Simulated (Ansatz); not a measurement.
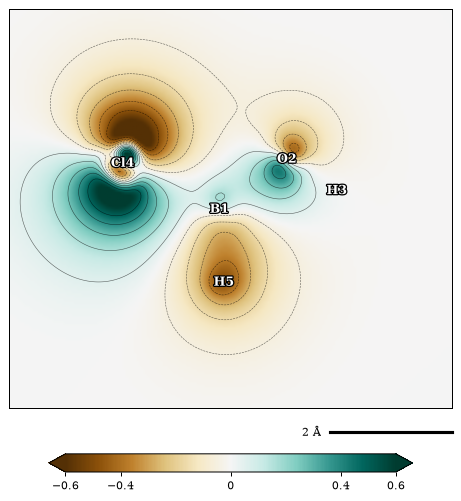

BClH2O···SiH4. The HOMO on the plane of atoms B1, O2 and H3 (values in Å⁻³ᐟ²; the overall sign is arbitrary).

Not at a stationary point (largest force 1.1 eV/Å).

All numbers below come from RKS PBE0/6-31G* (Ansatz).

Input file:

```
crystal:
  periodic: [false, false, false]
  atoms:
    - { symbol: B, position_ang: [0.0, 0.0, 0.0] }
    - { symbol: O, position_ang: [0.0, 0.0, 1.76] }
    - { symbol: H, position_ang: [-0.9095, -0.2814, 2.0971] }
    - { symbol: Cl, position_ang: [1.6108, 0.0, -0.93] }
    - { symbol: H, position_ang: [-1.0305, 0.0, -0.595] }
    - { symbol: Si, position_ang: [0.4799, 2.0806, 0.7095] }
    - { symbol: H, position_ang: [1.5736, 2.0261, 1.6751] }
    - { symbol: H, position_ang: [0.877, 2.9042, -0.4288] }
    - { symbol: H, position_ang: [-0.6992, 2.6635, 1.3432] }
    - { symbol: H, position_ang: [0.2517, 1.0914, 1.7067] }
basis:
  gaussian: { orbitals: "6-31G*" }
hamiltonian:
  xc: pbe0
relax:
  f_tol: 0.15
  max_steps: 25
  restrain:
    - { distance: [0, 5], at: 3.15, k: 30.0 }
    - { distance: [9, 1], at: 2.21, k: 30.0 }
    - { distance: [0, 1], at: 1.41, k: 30.0 }
    - { distance: [9, 5], at: 1.46, k: 30.0 }
output:
  orbitals: {}
```

Run with:

```sh
ansatz run input.yaml --threads 1 --pin off --max-ram 2048MiB --backend cpu --events-out ev --progress --plain --runs-dir out
```

The fields are those of the run's last geometry, not of the input's.

### Describe this orbital and give its energy.

By Hirshfeld shares it lies mainly on Cl4 (about 70 %), B1 (about 10 %), H5 (about 10 %) and O2 (about 5 %); largely a lone pair of Cl4. Its energy is −8.73 eV.
